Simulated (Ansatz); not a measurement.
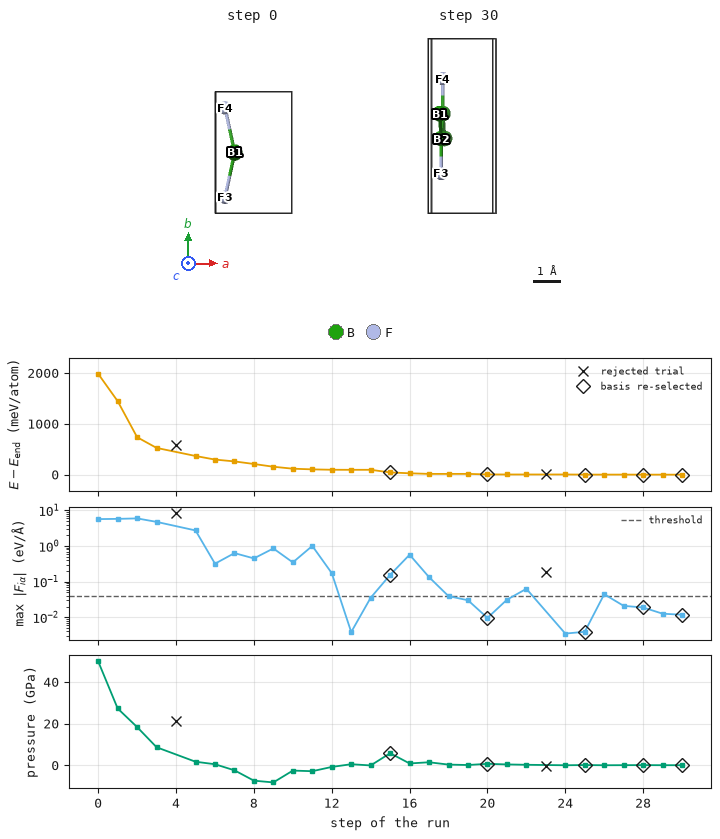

First and last geometry of a relaxation of solid BF (built on the random type) (coarse preliminary run), with the history of the run. A ball-and-stick model of the cell of the calculation, seen along the c axis.

Case: random cell with space group Pc (No. 7).

These are results of DFT PBE, scalar-relativistic, plane waves, PAW in Ansatz 0.2.0, not measurements.

Input
```yaml
crystal:
  lattice:
    - [3.1139327533, 0.0, 0.0]
    - [0.0, 4.5910425414, 0.0]
    - [-1.0684463476, 0.0, 2.5963913401]
  atoms:
    - { symbol: B, position: [0.25, 0.5040548479, 0.2459451521] }
    - { symbol: B, position: [0.25, 0.4959451521, 0.7459451521] }
    - { symbol: F, position: [0.125, 0.1329283541, 0.6610973806] }
    - { symbol: F, position: [0.125, 0.8670716459, 0.1610973806] }
basis:
  ecutwfc: 420
kpoints:
  mp_grid: { grid: [6, 4, 6] }
hamiltonian:
  xc: pbe
scf:
  occupations: { method: gaussian, width: 0.1 }
  lower_state_search: "off"
output:
  forces: true
  stress: true
  eigenvalues: true
relax:
  adjacent_minimum: "off"
  f_tol: 0.04
  max_steps: 70
  cell: { stress_tol: 0.4 }
```

Command:
```bash
ansatz run input.yaml --threads 1 --pin off --max-ram 2560MiB --backend cpu --events-out ev --progress --plain --runs-dir out
```

Question: Read the history and describe the run.

Answer: It converged. The energy falls by 1984 meV per atom in 23 accepted moves (30 points after the start). The largest force component goes from 5.7 to 0.012 eV/Å. Pressure: 49.86 GPa at the start and 0.07 GPa at the end. The line search rejected the trial steps at points 4, 23 of the run. The SCF was repeated 5 times at an unchanged geometry on a basis and grid sized afresh for the cell, which shifted the energy by 51.7 meV per atom at most. The largest moves relative to the cell, 0.65 Å, are those of F3 and F4. F4 goes along [1 −2 1]. By element the largest moves are F 0.65 Å, B 0.47 Å. The drawn cell changes as follows: a 3.114 → 2.802 Å (−10.0 %), b 4.591 → 6.588 Å (+43.5 %), c 2.808 → 2.982 Å (+6.2 %), β 112.4° → 122.2°; the volume changes by +25.5 %. Some distances before and after: B1–F4 1.707 → 1.319 Å, B1–B2 1.404 → 1.761 Å. Bond angles that change, for instance: B1–B2–B1 177.0° → 115.7°, B1–B2–F3 88.5° → 122.2°, B1–B2–F3 94.5° → 122.2°. The space group (tolerance 0.01 Å) goes from Pc (No. 7) to Cmme (No. 67). Cost: 2.3 min on 1 thread of Arm Neoverse V1 (shared host), peak memory 0.33 GiB.

Limits of the set-up: the k-point mesh is coarse for a cell with partly filled bands.
